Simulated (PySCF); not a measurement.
# Chlorine: the same states on changed settings

Aim: see what changed settings do to total energies and their difference. The change: initial guess sap, at most 50 SCF cycles. A sound run of the same states serves as the yardstick.

Method: unrestricted determinants in a Gaussian basis, no spin-orbit coupling in the energies. Code: PySCF 2.14.0.

## (1) The atom as given

* Element: chlorine (Z = 17)
* Basis: def2-SVP
* Hamiltonian: no relativity, point nucleus
* State 1: Cl⁺: [Ne] 3s2 3p4, high-spin 3P determinant
* State 2: Cl²⁺: [Ne] 3s2 3p3, high-spin 4S determinant
* Methods: UHF, PBE0, M06-2X, MP2, CCSD(T)
* Core shells frozen in the correlated runs: valence: [Ne] (for Cl⁺)

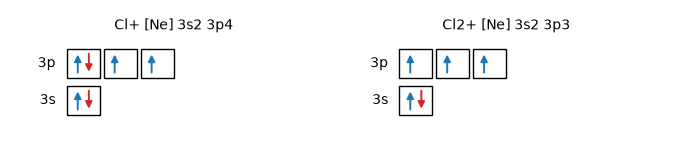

Outer shells as boxes.

The sound run (def2-SVP, the non-relativistic Hamiltonian (point nucleus), symmetry-adapted start, fine grid, valence correlation) gave:

```tsv
species	method	energy (hartree)
Cl⁺	UHF	-458.88624
Cl⁺	PBE0	-459.36428
Cl⁺	M06-2X	-459.49994
Cl⁺	MP2 (valence)	-458.97518
Cl⁺	CCSD(T) (valence)	-458.99536
Cl²⁺	UHF	-458.05079
Cl²⁺	PBE0	-458.48385
Cl²⁺	M06-2X	-458.61924
Cl²⁺	MP2 (valence)	-458.12338
Cl²⁺	CCSD(T) (valence)	-458.14333
```

One driver process ran all states and methods and kept the integrals in memory. Each run is shown as a PySCF script that sums up its settings (the driver passes frozen orbitals as a list and adds second-order terms of double hybrids); the logs are those of the runs themselves.

It was started by

```
OMP_NUM_THREADS=1 python atomrun2.py TASK.json OUT
```

## (2) Changed run, Cl⁺: the ladder of methods

Level: UHF.

input.py reads:

```python
from pyscf import gto, scf, dft, mp, cc
import basis_set_exchange as bse
mol = gto.M(atom="Cl 0 0 0", charge=1, spin=2, symmetry="D2h",
            basis=gto.basis.parse(bse.get_basis("def2-SVP", elements=["Cl"], fmt="nwchem", header=False)))
mf = scf.UHF(mol)
mf.irrep_nelec = {'Ag': (3, 3), 'B1u': (2, 1), 'B2u': (2, 2), 'B3u': (2, 1)}
mf.init_guess = "sap"
mf.max_cycle = 50
mf.kernel()
```

Log:

```text
damping factor = 0
level_shift factor = 0
DIIS = <class 'pyscf.scf.diis.CDIIS'>
diis_start_cycle = 1
diis_space = 10
diis_damp = 0
SCF conv_tol = 1e-09
SCF conv_tol_grad = None
number electrons alpha = 9  beta = 7
irrep_nelec {'Ag': (3, 3), 'B1g': (0, 0), 'B2g': (0, 0), 'B3g': (0, 0), 'B1u': (2, 1), 'B2u': (2, 2), 'B3u': (2, 1)}
alpha HOMO (B2u) = -0.576152916469794  LUMO (Ag) = 0.222977424226182

WARN: HOMO -0.576152916469794 >= LUMO -0.952421590471131

cycle= 1 E= -458.877178694014  delta_E= -0.13  |g|= 0.127  |ddm|= 1.54
alpha HOMO (B2u) = -0.935759485993648  LUMO (Ag) = 0.22685415389306
  HOMO = -0.872966756636  LUMO = -0.420228873837  gap/eV = 12.31963
cycle= 2 E= -458.88567489942  delta_E= -0.0085  |g|= 0.0296  |ddm|= 0.123
alpha HOMO (B2u) = -0.916879519704351  LUMO (Ag) = 0.239323043449233
  HOMO = -0.864536304951  LUMO = -0.397693493652  gap/eV = 12.70344
cycle= 3 E= -458.886220332741  delta_E= -0.000545  |g|= 0.00488  |ddm|= 0.0441
alpha HOMO (B2u) = -0.919021808526818  LUMO (Ag) = 0.237236665163113
  HOMO = -0.86889393209  LUMO = -0.4005352669  gap/eV = 12.74469
cycle= 4 E= -458.886234591899  delta_E= -1.43e-05  |g|= 0.000787  |ddm|= 0.00582
alpha HOMO (B2u) = -0.918646188271799  LUMO (Ag) = 0.237294139768079
  HOMO = -0.868990437402  LUMO = -0.400314330602  gap/eV = 12.75333
cycle= 5 E= -458.886235020658  delta_E= -4.29e-07  |g|= 0.000107  |ddm|= 0.00117
alpha HOMO (B2u) = -0.918577946257137  LUMO (Ag) = 0.237301171095524
  HOMO = -0.868977640898  LUMO = -0.400282150582  gap/eV = 12.75385
cycle= 6 E= -458.886235030115  delta_E= -9.46e-09  |g|= 1.21e-05  |ddm|= 0.000181
alpha HOMO (B2u) = -0.918573175689278  LUMO (Ag) = 0.237300029193043
  HOMO = -0.86898009061  LUMO = -0.400282986543  gap/eV = 12.75390
cycle= 7 E= -458.886235030235  delta_E= -1.2e-10  |g|= 1.07e-06  |ddm|= 2.13e-05
converged SCF energy = -458.886235030235  <S^2> = 2.0062817  2S+1 = 3.0041849
```

It took 0.04 s on 1 thread of Neoverse-V2, shared host, the integrals not counted.

The occupied shells:

```tsv
shell	electrons	mean orbital energy (eV)	spread (eV)	rms radius (bohr)
1s α	1	-2866.5	0	0.106
1s β	1	-2865.8	0	0.106
2s α	1	-301.91	0	0.481
2s β	1	-301.25	0	0.481
2p α	3	-233.32	0.764	0.451
2p β	3	-232.13	0.506	0.451
3s α	1	-43.612	0	1.62
3s β	1	-36.763	0	1.62
3p α	3	-26.416	2.130	1.88
3p β	1	-23.646	0	1.88
```

⟨S²⟩ = 2.006, ⟨L²⟩ = 2.02.

Level: PBE0.

Changes to input.py:

```diff
@@ -4,3 +4,3 @@
             basis=gto.basis.parse(bse.get_basis("def2-SVP", elements=["Cl"], fmt="nwchem", header=False)))
-mf = scf.UHF(mol)
+mf = dft.UKS(mol, xc="PBE0")
 mf.irrep_nelec = {'Ag': (3, 3), 'B1u': (2, 1), 'B2u': (2, 2), 'B3u': (2, 1)}
```

Log:

```text
damping factor = 0
level_shift factor = 0
DIIS = <class 'pyscf.scf.diis.CDIIS'>
diis_start_cycle = 1
diis_space = 10
diis_damp = 0
SCF conv_tol = 1e-09
SCF conv_tol_grad = None
number electrons alpha = 9  beta = 7
irrep_nelec {'Ag': (3, 3), 'B1g': (0, 0), 'B2g': (0, 0), 'B3g': (0, 0), 'B1u': (2, 1), 'B2u': (2, 2), 'B3u': (2, 1)}
XC functionals = PBE0
    C. Adamo and V. Barone.,  J. Chem. Phys. 110, 6158 (1999)
    M. Ernzerhof and G. E. Scuseria.,  J. Chem. Phys. 110, 5029 (1999)
alpha HOMO (B2u) = -0.772600373508186  LUMO (Ag) = 0.048604125403526

WARN: HOMO -0.772600373508186 >= LUMO -0.82904961629983

cycle= 1 E= -459.355369258987  delta_E= -0.118  |g|= 0.139  |ddm|= 1.61
alpha HOMO (B2u) = -0.74991047469706  LUMO (Ag) = 0.0895343740881383
  HOMO = -0.708657568348  LUMO = -0.587229301281  gap/eV = 3.30423
cycle= 2 E= -459.363669247233  delta_E= -0.0083  |g|= 0.0384  |ddm|= 0.236
alpha HOMO (B2u) = -0.774521808683968  LUMO (Ag) = 0.0740730604572065
  HOMO = -0.736665112375  LUMO = -0.609941962875  gap/eV = 3.44831
cycle= 3 E= -459.364272761912  delta_E= -0.000604  |g|= 0.00477  |ddm|= 0.0593
alpha HOMO (B2u) = -0.771469802088316  LUMO (Ag) = 0.0759997272003394
  HOMO = -0.734808346502  LUMO = -0.606209123521  gap/eV = 3.49936
cycle= 4 E= -459.3642841247  delta_E= -1.14e-05  |g|= 0.000331  |ddm|= 0.00786
alpha HOMO (B2u) = -0.771389256421684  LUMO (Ag) = 0.0759649389256317
  HOMO = -0.734890186208  LUMO = -0.606179112385  gap/eV = 3.50241
cycle= 5 E= -459.364284205806  delta_E= -8.11e-08  |g|= 5.77e-06  |ddm|= 0.000558
alpha HOMO (B2u) = -0.771385486998588  LUMO (Ag) = 0.0759665081676363
  HOMO = -0.734886100454  LUMO = -0.60617566064  gap/eV = 3.50239
cycle= 6 E= -459.364284205831  delta_E= -2.53e-11  |g|= 5.58e-07  |ddm|= 1.54e-05
converged SCF energy = -459.364284205831  <S^2> = 2.002703  2S+1 = 3.0018014
```

Time after the integrals: 0.12 s (1 thread of Neoverse-V2, shared host).

Level: M06-2X.

Changes to input.py:

```diff
@@ -4,3 +4,3 @@
             basis=gto.basis.parse(bse.get_basis("def2-SVP", elements=["Cl"], fmt="nwchem", header=False)))
-mf = dft.UKS(mol, xc="PBE0")
+mf = dft.UKS(mol, xc="M062X")
 mf.irrep_nelec = {'Ag': (3, 3), 'B1u': (2, 1), 'B2u': (2, 2), 'B3u': (2, 1)}
```

Log:

```text
damping factor = 0
level_shift factor = 0
DIIS = <class 'pyscf.scf.diis.CDIIS'>
diis_start_cycle = 1
diis_space = 10
diis_damp = 0
SCF conv_tol = 1e-09
SCF conv_tol_grad = None
number electrons alpha = 9  beta = 7
irrep_nelec {'Ag': (3, 3), 'B1g': (0, 0), 'B2g': (0, 0), 'B3g': (0, 0), 'B1u': (2, 1), 'B2u': (2, 2), 'B3u': (2, 1)}
XC functionals = M062X
    Y. Zhao and D. G. Truhlar.,  Theor. Chem. Acc. 120, 215 (2008)
    Y. Zhao and D. G. Truhlar.,  Theor. Chem. Acc. 120, 215 (2008)
alpha HOMO (B2u) = -0.716147126122447  LUMO (Ag) = 0.0811781182874572

WARN: HOMO -0.716147126122447 >= LUMO -0.878557942646896

cycle= 1 E= -459.494049606572  delta_E= -0.111  |g|= 0.123  |ddm|= 1.58
alpha HOMO (B2u) = -0.815719156316778  LUMO (Ag) = 0.129876731867767
  HOMO = -0.773204694075  LUMO = -0.553237026126  gap/eV = 5.98563
cycle= 2 E= -459.499738694198  delta_E= -0.00569  |g|= 0.0203  |ddm|= 0.182
alpha HOMO (B2u) = -0.83189331367909  LUMO (Ag) = 0.120036705775166
  HOMO = -0.788623265498  LUMO = -0.563391221551  gap/eV = 6.12888
cycle= 3 E= -459.499928395314  delta_E= -0.00019  |g|= 0.00415  |ddm|= 0.0294
alpha HOMO (B2u) = -0.828963515001295  LUMO (Ag) = 0.122565864361435
  HOMO = -0.785809059171  LUMO = -0.559639295172  gap/eV = 6.15439
cycle= 4 E= -459.499937221963  delta_E= -8.83e-06  |g|= 0.000424  |ddm|= 0.00791
alpha HOMO (B2u) = -0.829067970482469  LUMO (Ag) = 0.122512574864586
  HOMO = -0.785857143854  LUMO = -0.559564021609  gap/eV = 6.15775
cycle= 5 E= -459.499937367852  delta_E= -1.46e-07  |g|= 3e-05  |ddm|= 0.000894
alpha HOMO (B2u) = -0.829046065502807  LUMO (Ag) = 0.122526819436845
  HOMO = -0.785828810961  LUMO = -0.559536963215  gap/eV = 6.15771
cycle= 6 E= -459.499937368519  delta_E= -6.67e-10  |g|= 2.88e-06  |ddm|= 7.13e-05
converged SCF energy = -459.499937368519  <S^2> = 2.002435  2S+1 = 3.0016229
```

It took 0.16 s on 1 thread of Neoverse-V2, shared host, the integrals not counted.

Level: MP2 (valence).

Changes to input.py:

```diff
@@ -4,3 +4,3 @@
             basis=gto.basis.parse(bse.get_basis("def2-SVP", elements=["Cl"], fmt="nwchem", header=False)))
-mf = dft.UKS(mol, xc="M062X")
+mf = scf.UHF(mol)
 mf.irrep_nelec = {'Ag': (3, 3), 'B1u': (2, 1), 'B2u': (2, 2), 'B3u': (2, 1)}
@@ -9 +9,2 @@
 mf.kernel()
+mp.UMP2(mf, frozen=5).kernel()
```

The driver printed no log here.

It took 0.01 s on 1 thread of Neoverse-V2, shared host, the integrals not counted.

With 6 electrons correlated, the MP2 correlation energy is -0.08894 hartree (-0.02172 same spin, -0.06722 opposite spin); the SCS form gives -0.08791. Largest pairs of shells: 3p-3p -0.0434, 3s-3p -0.0381, 3s-3s -0.0075.

Level: CCSD(T) (valence).

Changes to input.py:

```diff
@@ -9,2 +9,3 @@
 mf.kernel()
-mp.UMP2(mf, frozen=5).kernel()
+mycc = cc.CCSD(mf, frozen=5).run()
+mycc.ccsd_t()
```

Log:

```text
CC2 = 0
CCSD nocc = (np.int64(4), np.int64(2)), nmo = (13, 13)
frozen orbitals [[0, 1, 2, 3, 4], [0, 1, 2, 3, 4]]
max_cycle = 100
direct = 0
conv_tol = 1e-08
conv_tol_normt = 1e-06
diis_space = 8
diis_start_cycle = 0
Init t2, MP2 energy = -0.0889415831662427
Init E_corr(UCCSD) = -0.0889415831669412
cycle = 1  E_corr(UCCSD) = -0.103815331727155  dE = -0.0148737486  norm(t1,t2) = 0.034932
cycle = 2  E_corr(UCCSD) = -0.10683833516678  dE = -0.00302300344  norm(t1,t2) = 0.0107597
cycle = 3  E_corr(UCCSD) = -0.108105673948172  dE = -0.00126733878  norm(t1,t2) = 0.00394411
cycle = 4  E_corr(UCCSD) = -0.108082118690045  dE = 2.35552581e-05  norm(t1,t2) = 0.000356314
cycle = 5  E_corr(UCCSD) = -0.108085725586842  dE = -3.6068968e-06  norm(t1,t2) = 6.23999e-05
cycle = 6  E_corr(UCCSD) = -0.108085320128132  dE = 4.0545871e-07  norm(t1,t2) = 9.53708e-06
cycle = 7  E_corr(UCCSD) = -0.108085440794183  dE = -1.20666051e-07  norm(t1,t2) = 1.81235e-06
cycle = 8  E_corr(UCCSD) = -0.108085403723857  dE = 3.70703266e-08  norm(t1,t2) = 2.71429e-07
cycle = 9  E_corr(UCCSD) = -0.108085407721715  dE = -3.99785825e-09  norm(t1,t2) = 4.72983e-08
UCCSD converged
E(UCCSD) = -458.9943204379567  E_corr = -0.1080854077217148
UCCSD(T) correction = -0.0010399403002925
```

Time after the integrals: 0.06 s (1 thread of Neoverse-V2, shared host).

CCSD correlation -0.10809 hartree, triples -0.00104; total -458.995360. T1 = 0.006, largest double amplitude 0.051.

## (3) Changed run, Cl²⁺, method by method

Level: UHF.

input.py reads:

```python
from pyscf import gto, scf, dft, mp, cc
import basis_set_exchange as bse
mol = gto.M(atom="Cl 0 0 0", charge=2, spin=3, symmetry="D2h",
            basis=gto.basis.parse(bse.get_basis("def2-SVP", elements=["Cl"], fmt="nwchem", header=False)))
mf = scf.UHF(mol)
mf.irrep_nelec = {'Ag': (3, 3), 'B1u': (2, 1), 'B2u': (2, 1), 'B3u': (2, 1)}
mf.init_guess = "sap"
mf.max_cycle = 50
mf.kernel()
```

Log:

```text
damping factor = 0
level_shift factor = 0
DIIS = <class 'pyscf.scf.diis.CDIIS'>
diis_start_cycle = 1
diis_space = 10
diis_damp = 0
SCF conv_tol = 1e-09
SCF conv_tol_grad = None
number electrons alpha = 9  beta = 6
irrep_nelec {'Ag': (3, 3), 'B1g': (0, 0), 'B2g': (0, 0), 'B3g': (0, 0), 'B1u': (2, 1), 'B2u': (2, 1), 'B3u': (2, 1)}
alpha HOMO (B3u) = -1.51807651189762  LUMO (Ag) = -0.548496493420168

WARN: HOMO -1.51807651189762 >= LUMO -1.90313479991942

cycle= 1 E= -458.038885000307  delta_E= -1.72  |g|= 0.172  |ddm|= 1.71
alpha HOMO (B3u) = -1.42942063857669  LUMO (Ag) = -0.124238101832783
  HOMO = -1.42942063858  LUMO = -0.774783878845  gap/eV = 17.81357
cycle= 2 E= -458.050732716362  delta_E= -0.0118  |g|= 0.0165  |ddm|= 0.335
alpha HOMO (B3u) = -1.4552839450074  LUMO (Ag) = -0.138232071259211
  HOMO = -1.45528394501  LUMO = -0.802910309058  gap/eV = 17.75199
cycle= 3 E= -458.050792032094  delta_E= -5.93e-05  |g|= 0.00207  |ddm|= 0.0192
alpha HOMO (B3u) = -1.45706097960927  LUMO (Ag) = -0.138827040897332
  HOMO = -1.45706097961  LUMO = -0.804551719685  gap/eV = 17.75568
cycle= 4 E= -458.05079446455  delta_E= -2.43e-06  |g|= 0.000331  |ddm|= 0.00523
alpha HOMO (B3u) = -1.45707405655093  LUMO (Ag) = -0.13875332450665
  HOMO = -1.45707405655  LUMO = -0.80444509581  gap/eV = 17.75894
cycle= 5 E= -458.050794556132  delta_E= -9.16e-08  |g|= 3.47e-05  |ddm|= 0.00103
alpha HOMO (B3u) = -1.45707320205102  LUMO (Ag) = -0.138750930558382
  HOMO = -1.45707320205  LUMO = -0.804434000877  gap/eV = 17.75922
cycle= 6 E= -458.050794557056  delta_E= -9.25e-10  |g|= 2.35e-06  |ddm|= 0.000118
converged SCF energy = -458.050794557056  <S^2> = 3.7507436  2S+1 = 4.0003718
```

It took 0.04 s on 1 thread of Neoverse-V2, shared host, the integrals not counted.

The occupied shells:

```tsv
shell	electrons	mean orbital energy (eV)	spread (eV)	rms radius (bohr)
1s α	1	-2881.8	0	0.106
1s β	1	-2880.7	0	0.106
2s α	1	-316.82	0	0.481
2s β	1	-315.72	0	0.481
2p α	3	-248.36	0	0.451
2p β	3	-246.38	0	0.451
3s α	1	-57.526	0	1.57
3s β	1	-46.741	0	1.57
3p α	3	-39.649	0	1.77
```

⟨S²⟩ = 3.751, ⟨L²⟩ = 0.00.

Level: PBE0.

Changes to input.py:

```diff
@@ -4,3 +4,3 @@
             basis=gto.basis.parse(bse.get_basis("def2-SVP", elements=["Cl"], fmt="nwchem", header=False)))
-mf = scf.UHF(mol)
+mf = dft.UKS(mol, xc="PBE0")
 mf.irrep_nelec = {'Ag': (3, 3), 'B1u': (2, 1), 'B2u': (2, 1), 'B3u': (2, 1)}
```

Log:

```text
damping factor = 0
level_shift factor = 0
DIIS = <class 'pyscf.scf.diis.CDIIS'>
diis_start_cycle = 1
diis_space = 10
diis_damp = 0
SCF conv_tol = 1e-09
SCF conv_tol_grad = None
number electrons alpha = 9  beta = 6
irrep_nelec {'Ag': (3, 3), 'B1g': (0, 0), 'B2g': (0, 0), 'B3g': (0, 0), 'B1u': (2, 1), 'B2u': (2, 1), 'B3u': (2, 1)}
XC functionals = PBE0
    C. Adamo and V. Barone.,  J. Chem. Phys. 110, 6158 (1999)
    M. Ernzerhof and G. E. Scuseria.,  J. Chem. Phys. 110, 5029 (1999)
alpha HOMO (B3u) = -1.74898080368508  LUMO (B1g) = -0.764919887034653

WARN: HOMO -1.74898080368508 >= LUMO -1.81049528066363

cycle= 1 E= -458.43273649417  delta_E= -1.7  |g|= 0.322  |ddm|= 1.94
alpha HOMO (B3u) = -1.21522778825575  LUMO (Ag) = -0.249140845159824
  HOMO = -1.21522778826  LUMO = -0.945026865112  gap/eV = 7.35254
cycle= 2 E= -458.481420671452  delta_E= -0.0487  |g|= 0.0863  |ddm|= 0.754
alpha HOMO (B3u) = -1.28275263795241  LUMO (Ag) = -0.287306899564127
  HOMO = -1.28275263795  LUMO = -1.01642710406  gap/eV = 7.24709
cycle= 3 E= -458.48384871758  delta_E= -0.00243  |g|= 0.00162  |ddm|= 0.127
alpha HOMO (B3u) = -1.2854328728636  LUMO (Ag) = -0.288385050453255
  HOMO = -1.28543287286  LUMO = -1.01914385593  gap/eV = 7.24609
cycle= 4 E= -458.483850117044  delta_E= -1.4e-06  |g|= 9.78e-05  |ddm|= 0.00407
alpha HOMO (B3u) = -1.2854196941737  LUMO (Ag) = -0.288371002643599
  HOMO = -1.28541969417  LUMO = -1.0191148946  gap/eV = 7.24652
cycle= 5 E= -458.483850124494  delta_E= -7.45e-09  |g|= 5.1e-06  |ddm|= 0.000285
alpha HOMO (B3u) = -1.28542217752859  LUMO (Ag) = -0.288373841174477
  HOMO = -1.28542217753  LUMO = -1.01911663674  gap/eV = 7.24654
cycle= 6 E= -458.483850124514  delta_E= -1.95e-11  |g|= 4.67e-07  |ddm|= 1.13e-05
converged SCF energy = -458.483850124514  <S^2> = 3.7502849  2S+1 = 4.0001425
```

It took 0.09 s on 1 thread of Neoverse-V2, shared host, the integrals not counted.

Level: M06-2X.

Changes to input.py:

```diff
@@ -4,3 +4,3 @@
             basis=gto.basis.parse(bse.get_basis("def2-SVP", elements=["Cl"], fmt="nwchem", header=False)))
-mf = dft.UKS(mol, xc="PBE0")
+mf = dft.UKS(mol, xc="M062X")
 mf.irrep_nelec = {'Ag': (3, 3), 'B1u': (2, 1), 'B2u': (2, 1), 'B3u': (2, 1)}
```

Log:

```text
damping factor = 0
level_shift factor = 0
DIIS = <class 'pyscf.scf.diis.CDIIS'>
diis_start_cycle = 1
diis_space = 10
diis_damp = 0
SCF conv_tol = 1e-09
SCF conv_tol_grad = None
number electrons alpha = 9  beta = 6
irrep_nelec {'Ag': (3, 3), 'B1g': (0, 0), 'B2g': (0, 0), 'B3g': (0, 0), 'B1u': (2, 1), 'B2u': (2, 1), 'B3u': (2, 1)}
XC functionals = M062X
    Y. Zhao and D. G. Truhlar.,  Theor. Chem. Acc. 120, 215 (2008)
    Y. Zhao and D. G. Truhlar.,  Theor. Chem. Acc. 120, 215 (2008)
alpha HOMO (B3u) = -1.68706598909263  LUMO (B1g) = -0.716028819865896

WARN: HOMO -1.68706598909263 >= LUMO -1.85272361291206

cycle= 1 E= -458.576333527741  delta_E= -1.7  |g|= 0.29  |ddm|= 1.89
alpha HOMO (B3u) = -1.27302751486156  LUMO (Ag) = -0.183986997505836
  HOMO = -1.27302751486  LUMO = -0.923596950464  gap/eV = 9.50849
cycle= 2 E= -458.618506277634  delta_E= -0.0422  |g|= 0.0507  |ddm|=  0.7
alpha HOMO (B3u) = -1.33338794009361  LUMO (Ag) = -0.229228614621732
  HOMO = -1.33338794009  LUMO = -0.981289942984  gap/eV = 9.58107
cycle= 3 E= -458.619242916591  delta_E= -0.000737  |g|= 0.00088  |ddm|= 0.0714
alpha HOMO (B1u) = -1.33537964406624  LUMO (Ag) = -0.230865989249608
  HOMO = -1.33537964407  LUMO = -0.983529641116  gap/eV = 9.57433
cycle= 4 E= -458.619243370275  delta_E= -4.54e-07  |g|= 8.54e-05  |ddm|= 0.00134
alpha HOMO (B1u) = -1.335356722863  LUMO (Ag) = -0.230821974653324
  HOMO = -1.33535672286  LUMO = -0.983473112443  gap/eV = 9.57524
cycle= 5 E= -458.619243375613  delta_E= -5.34e-09  |g|= 6.52e-06  |ddm|= 0.000167
alpha HOMO (B1u) = -1.33535972661104  LUMO (Ag) = -0.230823149798016
  HOMO = -1.33535972661  LUMO = -0.983475681441  gap/eV = 9.57525
cycle= 6 E= -458.619243375646  delta_E= -3.35e-11  |g|= 4.05e-07  |ddm|= 1.22e-05
converged SCF energy = -458.619243375646  <S^2> = 3.7512053  2S+1 = 4.0006026
```

It took 0.16 s on 1 thread of Neoverse-V2, shared host, the integrals not counted.

Level: MP2 (valence).

Changes to input.py:

```diff
@@ -4,3 +4,3 @@
             basis=gto.basis.parse(bse.get_basis("def2-SVP", elements=["Cl"], fmt="nwchem", header=False)))
-mf = dft.UKS(mol, xc="M062X")
+mf = scf.UHF(mol)
 mf.irrep_nelec = {'Ag': (3, 3), 'B1u': (2, 1), 'B2u': (2, 1), 'B3u': (2, 1)}
@@ -9 +9,2 @@
 mf.kernel()
+mp.UMP2(mf, frozen=5).kernel()
```

No log was kept for this step.

It took 0.01 s on 1 thread of Neoverse-V2, shared host, the integrals not counted.

With 5 electrons correlated, the MP2 correlation energy is -0.07258 hartree (-0.01941 same spin, -0.05318 opposite spin); the SCS form gives -0.07028. Largest pairs of shells: 3s-3p -0.0472, 3p-3p -0.0177, 3s-3s -0.0077.

Level: CCSD(T) (valence).

Changes to input.py:

```diff
@@ -9,2 +9,3 @@
 mf.kernel()
-mp.UMP2(mf, frozen=5).kernel()
+mycc = cc.CCSD(mf, frozen=5).run()
+mycc.ccsd_t()
```

Log:

```text
CC2 = 0
CCSD nocc = (np.int64(4), np.int64(1)), nmo = (13, 13)
frozen orbitals [[0, 1, 2, 3, 4], [0, 1, 2, 3, 4]]
max_cycle = 100
direct = 0
conv_tol = 1e-08
conv_tol_normt = 1e-06
diis_space = 8
diis_start_cycle = 0
Init t2, MP2 energy = -0.072581745244462
Init E_corr(UCCSD) = -0.072581745247229
cycle = 1  E_corr(UCCSD) = -0.0875082554113971  dE = -0.0149265102  norm(t1,t2) = 0.0360662
cycle = 2  E_corr(UCCSD) = -0.0906243252852329  dE = -0.00311606987  norm(t1,t2) = 0.00957314
cycle = 3  E_corr(UCCSD) = -0.0917007892087109  dE = -0.00107646392  norm(t1,t2) = 0.00308115
cycle = 4  E_corr(UCCSD) = -0.0916813114190457  dE = 1.94777897e-05  norm(t1,t2) = 0.000289997
cycle = 5  E_corr(UCCSD) = -0.0916820838891441  dE = -7.72470098e-07  norm(t1,t2) = 2.8535e-05
cycle = 6  E_corr(UCCSD) = -0.0916817327385012  dE = 3.51150643e-07  norm(t1,t2) = 5.86812e-06
cycle = 7  E_corr(UCCSD) = -0.0916819058044533  dE = -1.73065952e-07  norm(t1,t2) = 4.52007e-07
cycle = 8  E_corr(UCCSD) = -0.0916818846617835  dE = 2.11426697e-08  norm(t1,t2) = 8.57138e-08
cycle = 9  E_corr(UCCSD) = -0.0916818791260143  dE = 5.5357692e-09  norm(t1,t2) = 3.58319e-08
UCCSD converged
E(UCCSD) = -458.1424764361824  E_corr = -0.09168187912601433
UCCSD(T) correction = -0.000855620568461767
```

It took 0.06 s on 1 thread of Neoverse-V2, shared host, the integrals not counted.

CCSD correlation -0.09168 hartree, triples -0.00086; total -458.143332. T1 = 0.002, largest double amplitude 0.061.

## (4) What moved

```tsv
species	method	converged	energy less sound run (eV)
Cl⁺	UHF	yes	+0.0000
Cl⁺	PBE0	yes	+0.0000
Cl⁺	M06-2X	yes	-0.0000
Cl⁺	MP2 (valence)	yes	-0.0000
Cl⁺	CCSD(T) (valence)	yes	+0.0000
Cl²⁺	UHF	yes	+0.0000
Cl²⁺	PBE0	yes	+0.0000
Cl²⁺	M06-2X	yes	+0.0000
Cl²⁺	MP2 (valence)	yes	+0.0000
Cl²⁺	CCSD(T) (valence)	yes	+0.0000
```

Ionisation energy of Cl⁺:

```tsv
method	sound run (eV)	changed run (eV)	shift (eV)
UHF	22.733	22.733	+0.000
PBE0	23.958	23.958	+0.000
M06-2X	23.965	23.965	+0.000
MP2	23.179	23.179	+0.000
SCS-MP2	23.213	23.213	+0.000
CCSD	23.180	23.180	+0.000
CCSD(T)	23.185	23.185	-0.000
```

## (5) What came out

| quantity | value |
| --- | --- |
| change | initial guess sap, at most 50 SCF cycles |
| runs converged | 10 of 10 |
| largest shift of a converged total energy | 0.000 eV |
| largest shift of the ionisation energy | +0.000 eV (SCS-MP2) |

**Reading.** The difference hardly moves. Here the plain start reaches the same solutions.
